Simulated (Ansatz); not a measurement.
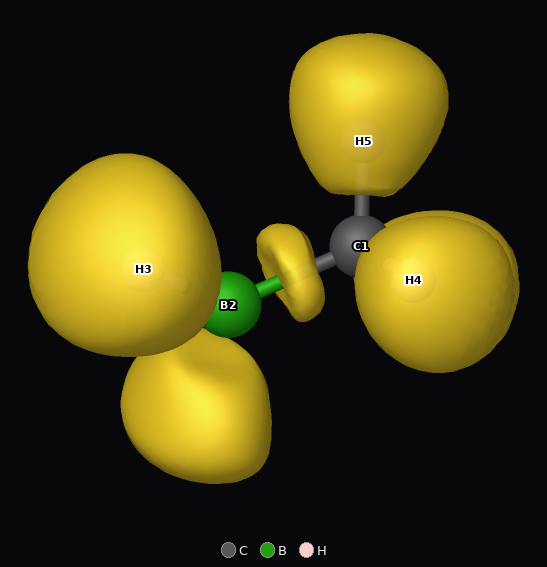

Figure. CH₄B (SMILES [BH]C) (doublet). Isosurface of the ELF at 0.85 (yellow), seen at a tilt. Core shells and regions of very low density are left out.

Geometry: PBE-D3(BJ)/def2-SVP.

These are results of isolated molecule in a Gaussian basis; Kohn-Sham density functional theory, functional PBE0 (Ansatz), not measurements.

```xyz
6

C    -0.9840    0.6589   -0.4506
B    -2.2263   -0.2182   -0.1927
H    -3.3997    0.1097   -0.2043
H    -0.8649    1.2128    0.5162
H    -1.1316    1.4440   -1.2259
H    -0.0299    0.1238   -0.6291
```

What do the ELF domains correspond to?

Answer. The ELF exceeds this value in one region between bonded B–C atoms (shared pairs), four regions around hydrogen nuclei and one lobe on B, pointing away from the bonds (non-bonding electrons). Profiles from the grid: C–B (1.54 Å): the ELF peaks at about 0.95 between the atoms, as expected for a shared electron pair. C–H (1.11 Å): the ELF climbs to about 1 towards the hydrogen, as it does in any bond to H; a covalent bond by its length.
